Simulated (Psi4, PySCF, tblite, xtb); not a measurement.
Two rigid molecules brought together: HF ··· HBr (SMILES F and Br). Monomers: optimised at B3LYP-D3(BJ) (def2-TZVP), held rigid. Orientation: a higher rigid-body minimum at GFN2-xTB. The monomers approach along the line of their centres of mass (distance R); nothing else relaxes.

Geometry at R = 3.19 Å (first 2 atoms: monomer A):
```
4

F      0.4622     0.0000     0.0000
H     -0.4622     0.0000     0.0000
Br    -1.6767     0.6206     2.3434
H     -0.2771     0.7238     2.5897
```

Methods: GFN1-xTB (xtb); GFN2-xTB (tblite); RHF/LANL2DZ = restricted Hartree-Fock/LANL2DZ, with its core potentials past Ne, no counterpoise correction in PySCF; RHF/6-31G* = restricted Hartree-Fock/6-31G*, spherical d, no counterpoise correction run with PySCF; PBE-D3(BJ)/def2-TZVP, counterpoise-corrected (Psi4).

Interaction energies in kJ/mol (negative: bound); R is the distance of the centres of mass, d the H2···H4 distance.

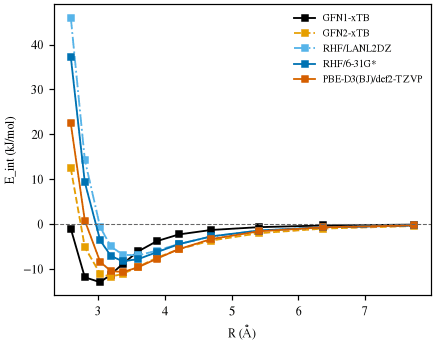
Interaction energy against separation.

| R / Å | d / Å | GFN1-xTB | GFN2-xTB | RHF/LANL2DZ | RHF/6-31G* | PBE-D3(BJ)/def2-TZVP |
|---|---|---|---|---|---|---|
| 2.59 | 2.31 | -1.02 | 12.42 | 46.01 | 37.24 | 22.43 |
| 2.80 | 2.43 | -11.87 | -5.16 | 14.32 | 9.31 | 0.78 |
| 3.03 | 2.58 | -12.96 | -11.10 | -0.69 | -3.64 | -8.44 |
| 3.19 | 2.70 | -11.26 | -11.72 | -5.00 | -7.12 | -10.47 |
| 3.37 | 2.83 | -8.83 | -11.09 | -6.84 | -8.30 | -10.71 |
| 3.60 | 3.00 | -6.09 | -9.53 | -6.98 | -7.81 | -9.62 |
| 3.88 | 3.22 | -3.80 | -7.51 | -5.93 | -6.25 | -7.70 |
| 4.21 | 3.50 | -2.31 | -5.60 | -4.44 | -4.48 | -5.59 |
| 4.69 | 3.91 | -1.33 | -3.69 | -2.78 | -2.75 | -3.36 |
| 5.41 | 4.55 | -0.69 | -2.04 | -1.45 | -1.45 | -1.62 |
| 6.37 | 5.44 | -0.33 | -1.01 | -0.72 | -0.72 | -0.73 |
| 7.73 | 6.73 | -0.13 | -0.44 | -0.32 | -0.32 | -0.31 |

Lowest grid point: GFN1-xTB -12.96 kJ/mol at R = 3.03 Å; GFN2-xTB -11.72 kJ/mol at R = 3.19 Å; RHF/LANL2DZ -6.98 kJ/mol at R = 3.60 Å; RHF/6-31G* -8.30 kJ/mol at R = 3.37 Å; PBE-D3(BJ)/def2-TZVP -10.71 kJ/mol at R = 3.37 Å.
